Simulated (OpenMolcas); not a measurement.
**triplet C3H4F2: levels of theory compared**

Aim: a comparison of 6 runs (UHF/STO-3G, U-r2SCAN/6-31G*, UB3LYP/6-31G*, UBLYP/6-31G*, UM06-L/6-31G*, USVWN5/6-31G*) of triplet C3H4F2. 

The results are computed with OpenMolcas 26.06.

1 further run of the same task is left out (set aside as unsound or not needed).

**1. The structure to begin with**

C3H4F2 has 9 atoms, charge 0, and is taken as a triplet. As SMILES of the parent species, `F/C=C\CF`. The coordinates come from a PBE0-D4/def2-TZVP relaxation. This is one conformer, not always the lowest. That shape belongs to the parent species and isn't relaxed for this state.

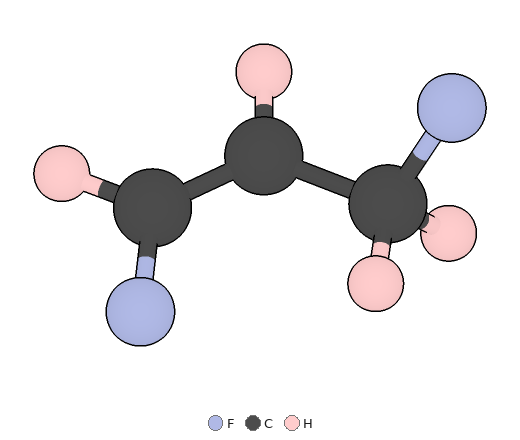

Viewed from a chosen angle; fluorine light blue, carbon dark grey, hydrogen pink.

**2. The energy at UHF/STO-3G (run 1)**

File test.inp:

```
&GATEWAY
 BASLIB=$CurrDir
 COORD
 9
 angstrom
 F       -1.771300       0.696200      -0.764200
 C       -0.756800      -0.083800      -1.148800
 C        0.269900      -0.355400      -0.364300
 C        0.439500       0.155200       1.019400
 F        1.656600       0.811400       1.133700
 H       -0.888900      -0.458700      -2.156900
 H        1.042400      -1.001300      -0.765600
 H        0.449800      -0.666700       1.742700
 H       -0.352600       0.856800       1.286900
 BASIS=STO-3G
 GROUP=NoSym

&SEWARD

&SCF
 UHF
 SPIN=3
 THRESHOLDS=1e-10 1e-07 1e-07 1e-05
 PRORBITALS=1 2
```

The basis set STO-3G is read from a file made from the Basis Set Exchange's data (not shown).

Started as:

```console
$ export MOLCAS_MEM=1860
$ pymolcas test.inp > test.log
```

The program printed:

```text
--- Start Module: gateway ---
[...]
--- Stop Module: gateway /rc=_RC_ALL_IS_WELL_ ---
--- Start Module: seward ---
[...]
      Basis functions           29
--- Stop Module: seward /rc=_RC_ALL_IS_WELL_ ---
--- Start Module: scf ---
[...]
       Convergence after  19 Iterations
[...]
::    Total SCF energy                               -310.4266353069
[...]
      Total spin, S                                     1.0071473095
[...]
      Total electronic charge=   40.000000
      Total            charge=   -0.000000
[...]
      Dipole Moment (debye):
      Origin of the operator (angstrom)=   -0.0320    0.3070    0.0154
                   X= -2.7743E-01               Y= -1.0988E+00               Z= -3.3308E-01           Total=  1.1812E+00
      Quadrupole Moment (debye*angstrom):
[...]
--- Stop Module: scf /rc=_RC_ALL_IS_WELL_ ---
[...]
```

It took 2.6 s on 1 thread of Intel Xeon Platinum 8259CL at 2.50GHz (Skylake/Cascade Lake), shared host; peak memory 0.37 GiB.

**3. A single-point energy at U-r2SCAN/6-31G(d) (spherical functions) (run 2)**

File calc.input:

```
>>> EXPORT MOLCAS_PRINT=2

&GATEWAY
 BasLib = $CurrDir
 Coord
 9
 bohr
 F     -3.34727188     1.31562733    -1.44412870
 C     -1.43014473    -0.15835905    -2.17091737
 C      0.51003708    -0.67160866    -0.68842723
 C      0.83053463     0.29328549     1.92638681
 F      3.13052030     1.53332378     2.14238251
 H     -1.67977755    -0.86681737    -4.07595028
 H      1.96985051    -1.89218277    -1.44677432
 H      0.84999881    -1.25988041     3.29322572
 H     -0.66631743     1.61911734     2.43188855
 Basis = 6-31Gs
 Group = NoSym

&SEWARD
 GridInput
 Grid=UltraFine
 End of Grid

&SCF
 UHF
 Spin = 3
 KSDFT = 2
 1.0 MGGA_X_R2SCAN
 1.0 MGGA_C_R2SCAN
 Thresholds = 1e-10 1e-07 1e-07 1e-05
 PrOrbitals = 0
```

The basis set 6-31G* is read from a file made from the Basis Set Exchange's data (not shown).

Started as:

```console
$ export MOLCAS_MEM=1860
$ pymolcas calc.input > calc.log
```

The program printed:

```text
--- Start Module: gateway ---
[...]
--- Stop Module: gateway /rc=_RC_ALL_IS_WELL_ ---
--- Start Module: seward ---
[...]
      Basis functions           78
--- Stop Module: seward /rc=_RC_ALL_IS_WELL_ ---
[...]
--- Start Module: scf ---
[...]
       Convergence after  22 Iterations
[...]
::    Total KS-DFT energy                            -316.0390388770
[...]
      Total spin, S                                     1.0034484901
[...]
      Total electronic charge=   40.000000
      Total            charge=   -0.000000
[...]
      Dipole Moment (debye):
      Origin of the operator (angstrom)=   -0.0320    0.3070    0.0154
                   X= -5.5775E-01               Y= -1.5269E+00               Z= -5.9407E-01           Total=  1.7307E+00
      Quadrupole Moment (debye*angstrom):
[...]
--- Stop Module: scf /rc=_RC_ALL_IS_WELL_ ---
[...]
```

Wall time 96 s (1 thread of Intel Xeon Platinum 8259CL at 2.50GHz (Skylake/Cascade Lake), shared host); peak memory 0.44 GiB.

Runs 3 to 4 aren't shown in full; the table further down has their settings and results.

**4. A single-point energy at UM06-L/6-31G(d) (spherical functions) (run 5)**

File test.input:

```
&GATEWAY
BasLib=$CurrDir
Coord
9
bohr
F     -3.34727188     1.31562733    -1.44412870
C     -1.43014473    -0.15835905    -2.17091737
C      0.51003708    -0.67160866    -0.68842723
C      0.83053463     0.29328549     1.92638681
F      3.13052030     1.53332378     2.14238251
H     -1.67977755    -0.86681737    -4.07595028
H      1.96985051    -1.89218277    -1.44677432
H      0.84999881    -1.25988041     3.29322572
H     -0.66631743     1.61911734     2.43188855
Basis=6-31Gs
Group=NoSym
&SEWARD
GridInput
Grid=UltraFine
End of Grid
&SCF
UHF
Spin=3
KSDFT=M06L
Thresholds=1e-10 1e-07 1e-07 1e-05
PrOrbitals=1 1
```

The basis set 6-31G* is read from a file made from the Basis Set Exchange's data (not shown).

Started as:

```console
$ export MOLCAS_MEM=1860
$ pymolcas test.input > test.log
```

The program printed:

```text
--- Start Module: gateway ---
[...]
--- Stop Module: gateway /rc=_RC_ALL_IS_WELL_ ---
--- Start Module: seward ---
[...]
      Basis functions           78
--- Stop Module: seward /rc=_RC_ALL_IS_WELL_ ---
[...]
--- Start Module: scf ---
[...]
       Convergence after  22 Iterations
[...]
::    Total KS-DFT energy                            -316.1456283000
[...]
      Total spin, S                                     1.0033149702
[...]
      Total electronic charge=   40.000000
      Total            charge=   -0.000000
[...]
      Dipole Moment (debye):
      Origin of the operator (angstrom)=   -0.0320    0.3070    0.0154
                   X= -5.6955E-01               Y= -1.5212E+00               Z= -6.1427E-01           Total=  1.7366E+00
      Quadrupole Moment (debye*angstrom):
[...]
--- Stop Module: scf /rc=_RC_ALL_IS_WELL_ ---
[...]
```

It took 1.7 min on 1 thread of Intel Xeon Platinum 8259CL at 2.50GHz (Skylake/Cascade Lake), shared host; peak memory 0.44 GiB.

**5. A single-point energy at USVWN5/6-31G(d) (spherical functions) (run 6)**

File job.inp:

```
&GATEWAY
 BasLib=$CurrDir
 Coord
 9
 angstrom
 F       -1.771300       0.696200      -0.764200
 C       -0.756800      -0.083800      -1.148800
 C        0.269900      -0.355400      -0.364300
 C        0.439500       0.155200       1.019400
 F        1.656600       0.811400       1.133700
 H       -0.888900      -0.458700      -2.156900
 H        1.042400      -1.001300      -0.765600
 H        0.449800      -0.666700       1.742700
 H       -0.352600       0.856800       1.286900
 Basis=6-31Gs
 Group=NoSym

&SEWARD
 GridInput
 Grid=UltraFine
 End of Grid

&SCF
 UHF
 Spin=3
 KSDFT=SVWN5
 Thresholds=1e-10 1e-07 1e-07 1e-05
 PrOrbitals=1 2
```

The basis set 6-31G* is read from a file made from the Basis Set Exchange's data (not shown).

Started as:

```console
$ export MOLCAS_MEM=1860
$ pymolcas job.inp > job.log
```

The program printed:

```text
--- Start Module: gateway ---
[...]
--- Stop Module: gateway /rc=_RC_ALL_IS_WELL_ ---
--- Start Module: seward ---
[...]
      Basis functions           78
--- Stop Module: seward /rc=_RC_ALL_IS_WELL_ ---
[...]
--- Start Module: scf ---
[...]
       Convergence after  24 Iterations
[...]
::    Total KS-DFT energy                            -313.8179913834
[...]
      Total spin, S                                     1.0010743375
[...]
      Total electronic charge=   40.000000
      Total            charge=   -0.000000
[...]
      Dipole Moment (debye):
      Origin of the operator (angstrom)=   -0.0320    0.3070    0.0154
                   X= -6.3197E-01               Y= -1.3704E+00               Z= -5.0426E-01           Total=  1.5911E+00
      Quadrupole Moment (debye*angstrom):
[...]
--- Stop Module: scf /rc=_RC_ALL_IS_WELL_ ---
[...]
```

It took 41 s on 1 thread of Intel Xeon Platinum 8259CL at 2.50GHz (Skylake/Cascade Lake), shared host; peak memory 0.44 GiB.

**6. The series**

```
run                                  level  integration grid  energy (Eh)  dipole moment (D)  HOMO energy (eV)   ⟨S²⟩  wall time
  1                             UHF/STO-3G                 –  -310.426635               1.18             -4.98  2.021      2.6 s
  2  U-r2SCAN/6-31G* (spherical functions)         UltraFine  -316.039039               1.73             -2.12  2.010       96 s
  3    UB3LYP/6-31G* (spherical functions)         UltraFine  -316.189717               1.74             -2.74  2.006       71 s
  4     UBLYP/6-31G* (spherical functions)         UltraFine  -316.107092               1.56             -1.41  2.005       83 s
  5    UM06-L/6-31G* (spherical functions)         UltraFine  -316.145628               1.74             -1.88  2.010    1.7 min
  6    USVWN5/6-31G* (spherical functions)         UltraFine  -313.817991               1.59             -1.58  2.003       41 s
```

**7. Summary of results**

| quantity | value |
| --- | --- |
| run 6: total energy | -313.81799 Eh |
| run 6: dipole moment | 1.59 D |
| run 6: HOMO energy (highest over α and β) | -1.58 eV |
| run 6: ⟨S²⟩ | 2.003 |

What this shows: The dipole moment (its size) runs from 1.18 D (UHF/STO-3G) to 1.74 D (UB3LYP/6-31G*). The two ends differ in method and basis. Totals of different functionals can't be ranked against each other. In run 1 the basis is minimal, so the values are rough. All runs together took 6.6 min, the longest 1.7 min.
